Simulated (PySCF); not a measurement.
C₆H₁₀O (SMILES CO[C@H]1C=C(C)C1)

```
atom    x (Å)    y (Å)    z (Å)
   C  -2.8469   0.3921  -0.4988
   O  -2.1055   0.4160   0.6658
   C  -1.0693  -0.4701   0.6116
   C  -0.0092  -0.2776  -0.4048
   C   0.9569   0.0621   0.4658
   C   2.2631   0.6428   0.3820
   C  -0.0004   0.0020   1.6554
   H  -2.4003   0.9208  -1.3933
   H  -2.9935  -0.6407  -0.7762
   H  -3.8027   0.9611  -0.2472
   H  -1.3866  -1.4984   0.7496
   H   0.0277  -0.6446  -1.4064
   H   2.2552   1.7239   0.6630
   H   2.9462   0.1092   1.0116
   H   2.4725   0.3916  -0.6302
   H   0.2563  -0.8120   2.2717
   H  -0.2747   0.9974   2.0951
```

Geometry: GFN2-xTB, MD frame at 250 fs, 300 K.

All numbers below come from PBE0/pcSseg-1, SCF density, gas phase, non-relativistic (PySCF 2.14.0).

### What will maps of the electron density and electron localisation function show?

C–C (1.34 Å): ρ is about 2.2 e/Å³ halfway; the ELF peaks at about 0.90 between the atoms; a short, multiple covalent bond.
C–H (1.07 Å): ρ is about 2.1 e/Å³ halfway; the ELF climbs to about 1 towards the hydrogen, as it does in any bond to H: a covalent bond by its length.
C–C (1.43 Å): ρ at the midpoint is about 1.9 e/Å³; the ELF peaks at about 0.95 between the atoms: a covalent bond.
C–C (1.48 Å): the density is about 1.8 e/Å³ at the midpoint; the ELF peaks at about 0.95 between the atoms: a covalent bond.

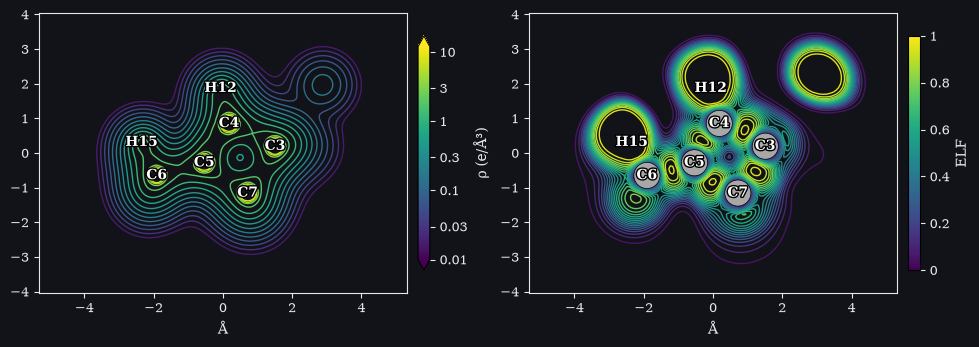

Computed electron density and electron localisation function on the plane of atoms C4, C3 and C7, in this order. Grey discs cover the atomic cores in the ELF map. 
